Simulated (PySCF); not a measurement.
# C5H11BS: runs on many settings

Aim: see how C5H11BS (`CS[C@@H]1BCCC1`) answers to the choice of functional, basis, grid and SCF options.

Computed with PySCF 2.14.0, with density-fitted response routines of our own, on a single molecule, in the gas phase or a continuum. Atoms count from 0, in the outputs and in this text.

### 1 Starting geometry

18 atoms, charge 0, multiplicity 1; geometry from: GFN2-xTB.

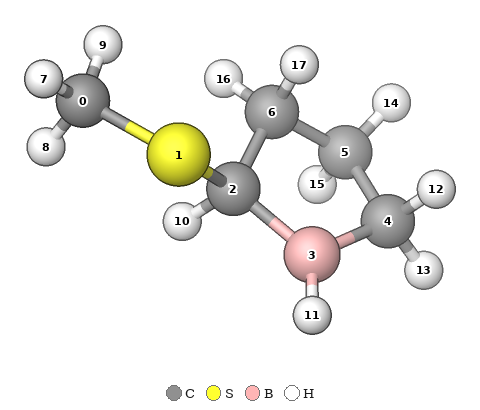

As it starts; carbon grey, sulfur yellow, boron pink, hydrogen white, atoms numbered.

### 2 Nuclear shieldings: PBE0/pcSseg-1

Job settings and geometry (Å):

```
{"job": {"kind": "nmr", "xc": "PBE0", "basis": "pcSseg-1"}, "charge": 0, "multiplicity": 1}
C      2.969337     0.488155     0.116623
S      1.652360     0.955853    -1.048501
C      0.320088    -0.175516    -0.490578
B     -0.929630    -0.259936    -1.455808
C     -2.198050    -0.197695    -0.533156
C     -1.664659    -0.394053     0.895855
C     -0.256181     0.202575     0.882224
H      3.838455     1.083681    -0.142369
H      3.197469    -0.568660     0.006032
H      2.659930     0.709887     1.133670
H      0.795836    -1.161649    -0.443841
H     -0.891442    -0.344245    -2.616575
H     -2.619586     0.808963    -0.622861
H     -3.013913    -0.882325    -0.763963
H     -2.295106     0.072384     1.653240
H     -1.606309    -1.462304     1.115631
H      0.348738    -0.159897     1.714335
H     -0.316096     1.291102     0.948398
```

Level: GIAO PBE0/pcSseg-1 NMR shielding, non-relativistic, gas phase.

The run is started by

```sh
$ OMP_NUM_THREADS=1 python probes_run.py task.json out
```

One launch serves the whole session: the jobs run in the order shown.

What it wrote:

```text
coarse grid: 14960 points
cycle   1  E = -619.6310941344  dE =  6.494e-01  |g| = 3.935e-01  |ddm| = 3.714e+00
cycle   2  E = -619.6262026307  dE =  4.892e-03  |g| = 4.338e-01  |ddm| = 8.012e-01
cycle   3  E = -619.6746460721  dE = -4.844e-02  |g| = 5.457e-02  |ddm| = 4.404e-01
cycle   4  E = -619.6752969986  dE = -6.509e-04  |g| = 2.394e-02  |ddm| = 1.003e-01
cycle   5  E = -619.6754333517  dE = -1.364e-04  |g| = 6.148e-03  |ddm| = 3.226e-02
cycle   6  E = -619.6754420740  dE = -8.722e-06  |g| = 2.034e-03  |ddm| = 7.758e-03
final grid: 138088 points
cycle   7  E = -619.7180730179  dE = -3.871e-05  |g| = 1.060e-02  |ddm| = 3.550e-02
cycle   8  E = -619.7180535881  dE =  1.943e-05  |g| = 1.377e-02  |ddm| = 2.189e-02
cycle   9  E = -619.7181013767  dE = -4.779e-05  |g| = 5.870e-04  |ddm| = 1.315e-02
cycle  10  E = -619.7181014519  dE = -7.526e-08  |g| = 2.553e-04  |ddm| = 9.709e-04
cycle  11  E = -619.7181014679  dE = -1.596e-08  |g| = 5.436e-05  |ddm| = 2.835e-04
cycle  12  E = -619.7181014686  dE = -7.296e-10  |g| = 1.940e-05  |ddm| = 8.269e-05
converged SCF energy = -619.7181014686

GIAO shielding tensors (ppm)
atom      isotropic    diamagn.    paramagn.     s11        s22        s33       span
  0 C      163.412     250.838     -87.427    143.804    161.188    185.243     41.439
  1 S      497.913    1056.424    -558.511    336.116    445.863    711.762    375.646
  2 C      131.923     253.465    -121.542    119.814    122.983    152.971     33.158
  3 B        6.623     188.390    -181.767    -63.362    -25.623    108.854    172.216
  4 C      152.872     254.402    -101.530    137.395    152.455    168.767     31.373
  5 C      156.456     248.564     -92.108    130.331    164.485    174.552     44.220
  6 C      146.418     249.622    -103.203    117.137    154.662    167.456     50.319
  7 H       29.711      28.477       1.234     24.770     26.422     37.942     13.172
  8 H       29.601      30.202      -0.600     25.130     27.292     36.382     11.251
  9 H       29.169      31.034      -1.865     23.457     28.628     35.421     11.963
 10 H       29.294      32.866      -3.571     23.582     30.602     33.699     10.117
 11 H       23.672      29.561      -5.889     17.926     25.770     27.321      9.395
 12 H       30.614      30.059       0.555     25.706     28.770     37.365     11.660
 13 H       29.711      29.221       0.490     24.862     28.153     36.118     11.256
 14 H       29.435      30.252      -0.817     24.334     27.639     36.333     11.999
 15 H       30.222      31.436      -1.214     25.112     28.912     36.642     11.529
 16 H       28.957      32.755      -3.798     23.455     30.156     33.261      9.806
 17 H       30.136      32.516      -2.379     24.817     31.186     34.405      9.589
```

Wall time 91 s (1 thread, shared host).

Shifts follow as δ = σ(reference) − σ, with reference shieldings (ppm) from runs at the same level and on the same kind of geometry: ¹H TMS 31.72, ¹³C TMS 186.9, ¹¹B BF3·OEt2 100.1, ³³S CS2 504. The references are single molecules in the gas phase. Atoms listed in one row are averaged.

```
     atoms                                              environment  σ (ppm)  δ (ppm)  δ scaled to CDCl3
        C2                                 sp3 CH bonded to B and S    131.9     55.0               47.4
        C6                                        sp3 CH2 in a ring    146.4     40.5               37.6
        C4                                      sp3 CH2 bonded to B    152.9     34.1               31.3
        C5                                        sp3 CH2 in a ring    156.5     30.5               27.8
        C0                                methyl carbon bonded to S    163.4     23.5               16.6
       H11  hydrogen on a boron bonded to 2 C, in a 5-membered ring    23.67     8.04                  –
       H16                         hydrogen on an sp3 CH2 in a ring    28.96     2.76               2.71
       H10                  hydrogen on an sp3 CH bonded to B and S    29.29     2.42               2.39
       H14                         hydrogen on an sp3 CH2 in a ring    29.44     2.28               2.26
H7, H8, H9                  hydrogen on a methyl carbon bonded to S    29.49     2.22               2.20
       H13                       hydrogen on an sp3 CH2 bonded to B    29.71     2.01               2.00
       H17                         hydrogen on an sp3 CH2 in a ring    30.14     1.58               1.60
       H15                         hydrogen on an sp3 CH2 in a ring    30.22     1.49               1.51
       H12                       hydrogen on an sp3 CH2 bonded to B    30.61     1.10               1.15
        S1                                           sulfide sulfur      498        6                  –
        B3             boron bonded to 2 C, H, in a 5-membered ring      6.6     93.4                  –
```

The scaled column applies a straight-line fit of computed shieldings to shifts measured in CDCl3, with any fitted terms for Cl, Br or S neighbours (root-mean-square error 0.16 ppm for H, 1.9 ppm for C).

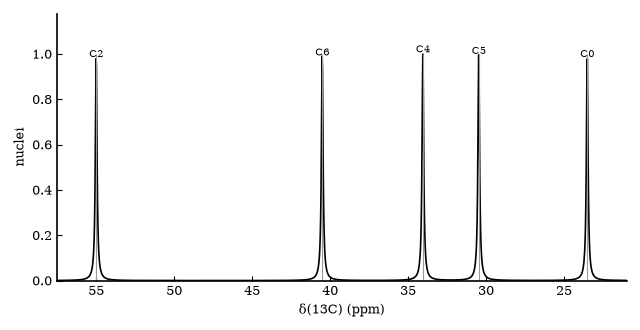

¹³C lines at the computed shifts, without couplings. Lines are broadened to a width of 0.13 ppm (Lorentzian).

The run also stored atomic charges by several schemes (e):

```
atoms  Mulliken    IAO  Hirshfeld  ESP fit
   C0     -0.37  -0.50      -0.12    -0.50
   S1     -0.03   0.07      -0.02    -0.22
   C2     -0.63  -0.33      -0.10    -0.13
   B3      0.48   0.20       0.18     0.31
   C4     -0.49  -0.42      -0.14    -0.13
   C5     -0.20  -0.25      -0.07    -0.05
   C6     -0.15  -0.26      -0.08     0.06
```

Hirshfeld charges:

C0 -0.12; S1 -0.02; C2 -0.10; B3 0.18; C4 -0.14; C5 -0.07; C6 -0.08; H7 0.05; H8 0.04; H9 0.04; H10 0.05; H11 -0.06; H12 0.05; H13 0.04; H14 0.04; H15 0.03; H16 0.03; H17 0.03

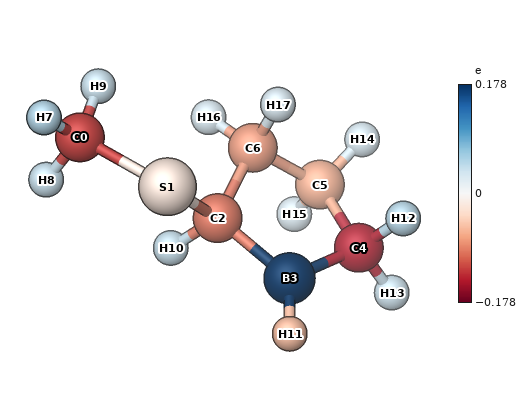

Hirshfeld charges, as colours on the atoms.

Mayer bond orders: C0–S1 0.99, S1–C2 1.01, C2–B3 0.90, B3–C4 0.99, C4–C5 1.05, C5–C6 1.03, C6–C2 0.98.

Ring of atoms C2, B3, C4, C5, C6: NICS(0) 0.7, NICS(1) -3.0, NICS(1)zz -2.5 ppm (means of both faces).

Orbitals, density, ELF and potential are computed afterwards from the orbital file.

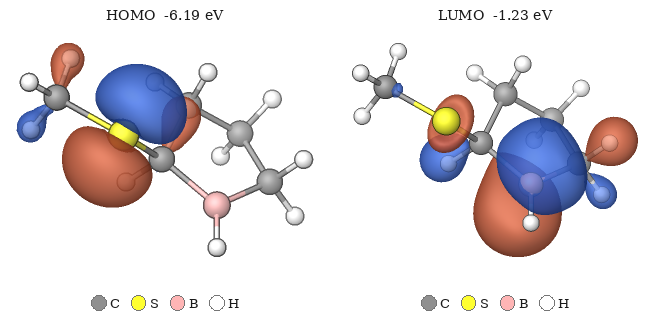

Frontier orbitals at PBE0/pcSseg-1; each surface holds 70 % of the orbital's density, blue and red mark the sign.

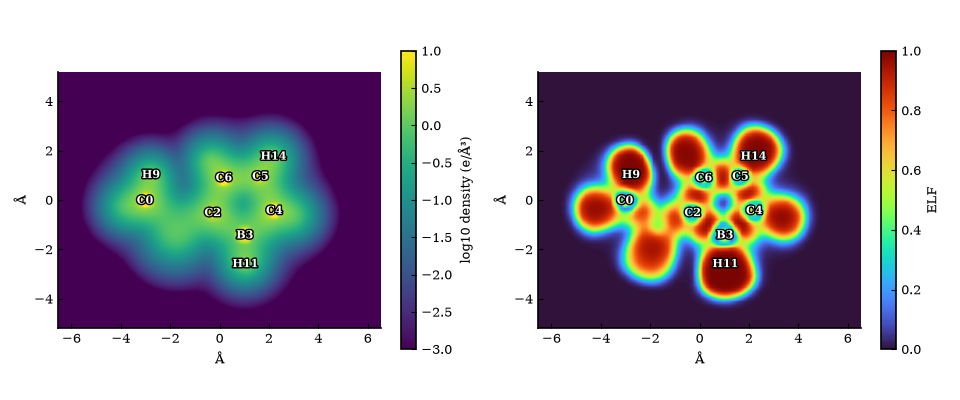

Density (left) and ELF (right) in a plane through or near 9 of the atoms.

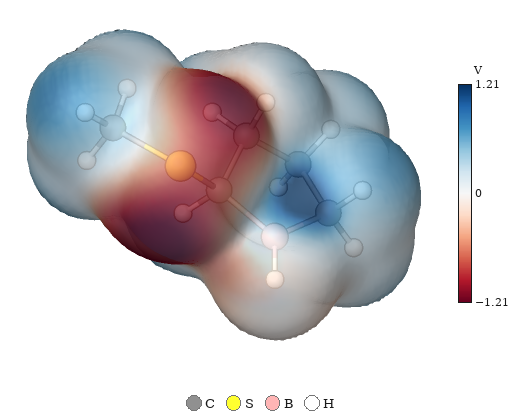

The potential that a unit positive charge feels on the 0.002 e/bohr³ surface, from the 1st to the 99th percentile, from -1.21 V near S1 to 1.21 V near B3.

### 3 Ultraviolet spectrum: PBE0/def2-SVPD

Same as in step 2 but for these lines:

```diff
@@ -1,2 +1,2 @@
-{"job": {"kind": "nmr", "xc": "PBE0", "basis": "pcSseg-1"}, "charge": 0, "multiplicity": 1}
+{"job": {"kind": "uv", "xc": "PBE0", "basis": "def2-SVPD", "nstates": 6, "ntriplets": 2}, "charge": 0, "multiplicity": 1}
 C      2.969337     0.488155     0.116623
```

Level: TDDFT PBE0/def2-SVPD, vertical, gas phase, core orbitals frozen in the response.

What it wrote:

```text
coarse grid: 14960 points
cycle   1  E = -619.3880447595  dE =  5.897e-01  |g| = 3.792e-01  |ddm| = 6.065e+00
cycle   2  E = -619.3821104626  dE =  5.934e-03  |g| = 4.253e-01  |ddm| = 1.370e+00
cycle   3  E = -619.4300089798  dE = -4.790e-02  |g| = 5.330e-02  |ddm| = 6.431e-01
cycle   4  E = -619.4306341734  dE = -6.252e-04  |g| = 2.467e-02  |ddm| = 1.619e-01
cycle   5  E = -619.4307944217  dE = -1.602e-04  |g| = 6.573e-03  |ddm| = 5.050e-02
cycle   6  E = -619.4308054091  dE = -1.099e-05  |g| = 1.640e-03  |ddm| = 1.445e-02
cycle   7  E = -619.4308061544  dE = -7.453e-07  |g| = 3.241e-04  |ddm| = 4.255e-03
final grid: 138088 points
cycle   8  E = -619.4999414461  dE = -4.616e-05  |g| = 9.738e-03  |ddm| = 1.668e-01
cycle   9  E = -619.4999220238  dE =  1.942e-05  |g| = 1.296e-02  |ddm| = 3.481e-02
cycle  10  E = -619.4999663047  dE = -4.428e-05  |g| = 8.042e-04  |ddm| = 2.038e-02
cycle  11  E = -619.4999664684  dE = -1.636e-07  |g| = 2.668e-04  |ddm| = 2.057e-03
cycle  12  E = -619.4999664863  dE = -1.798e-08  |g| = 6.731e-05  |ddm| = 5.680e-04
cycle  13  E = -619.4999664876  dE = -1.258e-09  |g| = 2.189e-05  |ddm| = 1.963e-04
cycle  14  E = -619.4999664877  dE = -1.335e-10  |g| = 3.739e-06  |ddm| = 5.989e-05
converged SCF energy = -619.4999664877

Static polarisability (au): isotropic 92.341, principal 75.407 88.563 113.055

Singlet excitations
state   eV       nm        f      main configurations
  1   3.7741    328.5   0.00315   H->L 1.00
  2   5.3781    230.5   0.00008   H->L+2 0.71, H->L+1 0.19
  3   5.5658    222.8   0.00236   H-1->L 0.57, H-2->L 0.40
  4   5.7566    215.4   0.00896   H->L+1 0.70, H->L+2 0.25
  5   5.9525    208.3   0.01639   H-3->L 0.41, H-2->L 0.32, H-1->L 0.24
  6   6.1443    201.8   0.02342   H-3->L 0.54, H-2->L 0.25, H-1->L 0.17

Triplet excitations (Tamm-Dancoff, eV): 3.5916 4.9353
```

It took 1.9 min on 1 thread, shared host.

The orbitals next to the gap, with their largest atomic shares:

```
orbital     eV                       atoms
 HOMO−3  -9.11  B3 27 %, H11 16 %, C5 14 %
 HOMO−2  -8.70   C4 20 %, C2 19 %, B3 18 %
 HOMO−1  -8.37   S1 40 %, C2 17 %, C0 11 %
   HOMO  -6.20    S1 70 %, C0 10 %, C2 8 %
   LUMO  -1.25   B3 45 %, C2 13 %, C4 12 %
 LUMO+1   0.53    B3 27 %, S1 11 %, C5 8 %
 LUMO+2   0.65    S1 45 %, C0 15 %, H8 8 %
```

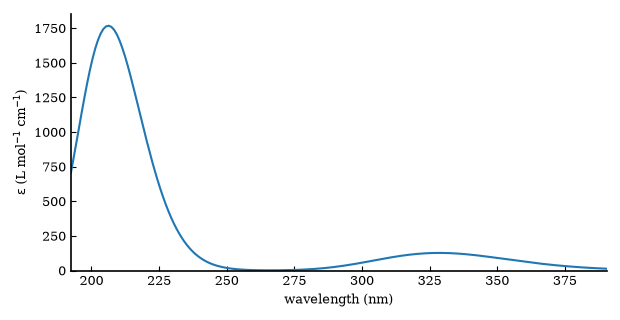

Absorption spectrum: each of the 6 states is a Gaussian band of 0.4 eV half-width at 1/e. Beyond the last state computed it falls off for lack of states.

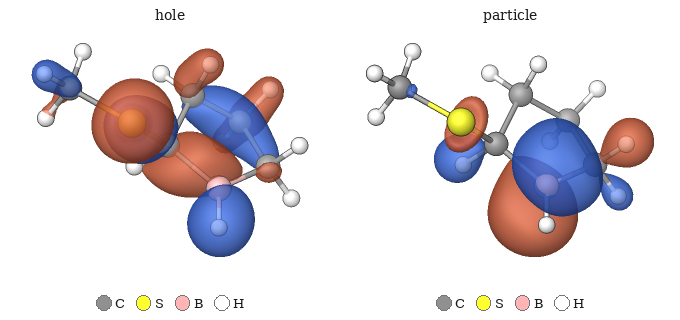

Leading natural transition orbitals of singlet state 6: the electron leaves the hole (left) for the particle orbital (right).

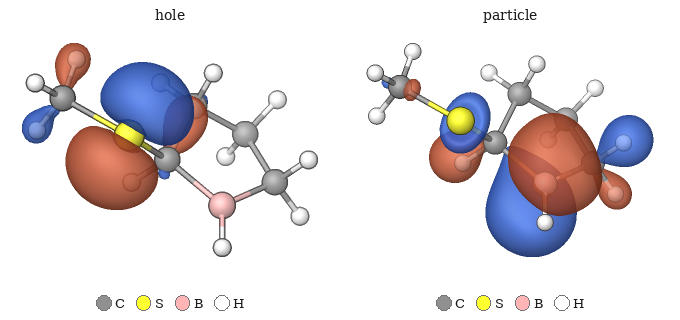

Leading natural transition orbitals of singlet state 1: the electron leaves the hole (left) for the particle orbital (right).

Further results of this job:

```
           property  computed
  dipole moment (D)      2.03
polarisability (Å³)     13.68
 HOMO–LUMO gap (eV)      4.95
      −ε(HOMO) (eV)      6.20
```

### 4 Shielding tensors: revPBE/pcSseg-1

Same as in step 3 but for these lines:

```diff
@@ -1,2 +1,2 @@
-{"job": {"kind": "uv", "xc": "PBE0", "basis": "def2-SVPD", "nstates": 6, "ntriplets": 2}, "charge": 0, "multiplicity": 1}
+{"job": {"kind": "nmr", "xc": "revPBE", "basis": "pcSseg-1", "pop": true, "scf": {"aux": "sto-3g", "max_cycle": 73}}, "charge": 0, "multiplicity": 1}
 C      2.969337     0.488155     0.116623
```

With the program's defaults for keys left out, this is: GIAO revPBE/pcSseg-1 NMR shielding, non-relativistic, gas phase.

What it wrote:

```text
final grid: 138088 points
cycle   1  E = -626.4234929079  dE = -2.551e-01  |g| = 3.681e-01  |ddm| = 4.032e+00
cycle   2  E = -626.4609701596  dE = -3.748e-02  |g| = 1.542e-01  |ddm| = 6.998e-01
cycle   3  E = -626.4640595216  dE = -3.089e-03  |g| = 1.211e-01  |ddm| = 3.600e-01
cycle   4  E = -626.4678564113  dE = -3.797e-03  |g| = 3.197e-02  |ddm| = 1.661e-01
cycle   5  E = -626.4681150353  dE = -2.586e-04  |g| = 9.817e-03  |ddm| = 4.662e-02
cycle   6  E = -626.4681406186  dE = -2.558e-05  |g| = 1.832e-03  |ddm| = 1.192e-02
cycle   7  E = -626.4681414495  dE = -8.309e-07  |g| = 5.085e-04  |ddm| = 2.575e-03
cycle   8  E = -626.4681415199  dE = -7.042e-08  |g| = 1.623e-04  |ddm| = 8.117e-04
cycle   9  E = -626.4681415273  dE = -7.375e-09  |g| = 3.661e-05  |ddm| = 2.418e-04
cycle  10  E = -626.4681415277  dE = -3.874e-10  |g| = 1.292e-05  |ddm| = 7.091e-05
converged SCF energy = -626.4681415277

GIAO shielding tensors (ppm)
atom      isotropic    diamagn.    paramagn.     s11        s22        s33       span
  0 C      152.593     244.739     -92.146    144.577    147.372    165.830     21.253
  1 S      539.232    1058.265    -519.033    400.649    497.192    719.856    319.207
  2 C      163.627     257.998     -94.371    152.856    163.235    174.789     21.933
  3 B       66.888     198.335    -131.448     10.206     60.215    130.242    120.037
  4 C      166.518     255.335     -88.817    159.731    168.688    171.134     11.403
  5 C      156.049     251.663     -95.614    143.538    159.615    164.993     21.456
  6 C      152.182     251.422     -99.240    138.529    152.170    165.846     27.316
  7 H       34.188      31.565       2.624     30.602     30.739     41.224     10.623
  8 H       33.878      36.658      -2.780     30.557     31.201     39.876      9.319
  9 H       33.893      38.715      -4.822     29.611     32.524     39.543      9.932
 10 H       34.503      42.281      -7.778     28.997     35.027     39.485     10.489
 11 H       28.019      32.826      -4.807     24.575     28.935     30.546      5.972
 12 H       35.518      36.990      -1.472     31.796     33.536     41.223      9.427
 13 H       35.065      34.528       0.537     30.999     32.854     41.341     10.342
 14 H       34.551      35.830      -1.280     30.718     32.497     40.437      9.719
 15 H       35.445      38.787      -3.342     31.743     33.742     40.850      9.107
 16 H       34.299      41.231      -6.931     29.789     34.669     38.440      8.651
 17 H       34.953      40.587      -5.634     30.757     35.486     38.616      7.859
```

Run time: 55 s. Hardware: 1 thread, shared host.

The run ended normally, but its values are not to be used for the molecule: the fitting basis sto-3g is not made for Coulomb and exchange fitting here. Its shieldings differ from those of step 2 (PBE0/pcSseg-1) by up to 60 ppm (B3).

### 5 Shielding tensors: LC-wPBE/def2-SVP in water

Same as in step 4 but for these lines:

```diff
@@ -1,2 +1,2 @@
-{"job": {"kind": "nmr", "xc": "revPBE", "basis": "pcSseg-1", "pop": true, "scf": {"aux": "sto-3g", "max_cycle": 73}}, "charge": 0, "multiplicity": 1}
+{"job": {"kind": "nmr", "xc": "LC-wPBE", "basis": "def2-SVP", "solvent": "water", "pop": true}, "charge": 0, "multiplicity": 1}
 C      2.969337     0.488155     0.116623
```

Method: GIAO LC-wPBE/def2-SVP NMR shielding, non-relativistic, IEF-PCM water.

What it wrote:

```text
coarse grid: 14960 points
cycle   1  E = -619.5272506397  dE =  1.078e+00  |g| = 2.869e-01  |ddm| = 4.192e+00
cycle   2  E = -619.5564116346  dE = -2.916e-02  |g| = 1.278e-01  |ddm| = 5.940e-01
cycle   3  E = -619.5605030663  dE = -4.091e-03  |g| = 4.464e-02  |ddm| = 1.868e-01
cycle   4  E = -619.5611588158  dE = -6.557e-04  |g| = 7.449e-03  |ddm| = 7.168e-02
cycle   5  E = -619.5611797447  dE = -2.093e-05  |g| = 2.120e-03  |ddm| = 1.810e-02
cycle   6  E = -619.5611821079  dE = -2.363e-06  |g| = 8.536e-04  |ddm| = 5.691e-03
final grid: 138088 points
cycle   7  E = -619.6486634986  dE = -3.807e-05  |g| = 5.602e-03  |ddm| = 2.549e-02
cycle   8  E = -619.6486675461  dE = -4.048e-06  |g| = 4.299e-03  |ddm| = 9.999e-03
cycle   9  E = -619.6486721028  dE = -4.557e-06  |g| = 2.732e-04  |ddm| = 4.334e-03
cycle  10  E = -619.6486721597  dE = -5.697e-08  |g| = 1.494e-04  |ddm| = 8.653e-04
cycle  11  E = -619.6486721688  dE = -9.033e-09  |g| = 4.078e-05  |ddm| = 2.903e-04
cycle  12  E = -619.6486721700  dE = -1.172e-09  |g| = 1.201e-05  |ddm| = 1.421e-04
cycle  13  E = -619.6486721700  dE = -9.049e-11  |g| = 2.866e-06  |ddm| = 4.297e-05
converged SCF energy = -619.6486721700

GIAO shielding tensors (ppm)
atom      isotropic    diamagn.    paramagn.     s11        s22        s33       span
  0 C      182.691     246.546     -63.856    164.098    182.484    201.490     37.392
  1 S      610.640    1055.659    -445.019    479.733    538.900    813.286    333.553
  2 C      154.121     248.986     -94.865    143.375    144.015    174.973     31.598
  3 B       19.530     197.901    -178.371    -50.749    -10.843    120.183    170.931
  4 C      170.816     247.587     -76.771    156.764    170.077    185.607     28.843
  5 C      174.488     247.095     -72.608    150.078    182.022    191.363     41.285
  6 C      164.631     247.646     -83.016    138.423    170.085    185.385     46.962
  7 H       30.112      28.376       1.736     24.706     26.664     38.965     14.259
  8 H       29.846      29.874      -0.028     25.008     27.484     37.048     12.040
  9 H       29.549      30.652      -1.103     23.581     29.027     36.037     12.456
 10 H       29.381      32.992      -3.611     23.409     30.438     34.295     10.886
 11 H       23.706      31.064      -7.358     17.775     25.857     27.486      9.711
 12 H       30.716      29.284       1.433     25.578     28.865     37.705     12.127
 13 H       30.003      28.300       1.703     24.919     28.343     36.748     11.829
 14 H       29.834      29.561       0.273     24.723     27.827     36.952     12.229
 15 H       30.389      31.544      -1.156     25.270     28.954     36.942     11.672
 16 H       29.246      32.766      -3.520     23.579     30.241     33.918     10.339
 17 H       30.323      33.161      -2.838     24.843     31.423     34.702      9.859
```

Wall time 69 s (1 thread, shared host).

In short: σ C2 154.1, C6 164.6, C4 170.8, C5 174.5, H11 23.71, H16 29.25 ppm.

[end of part 1 of 2]
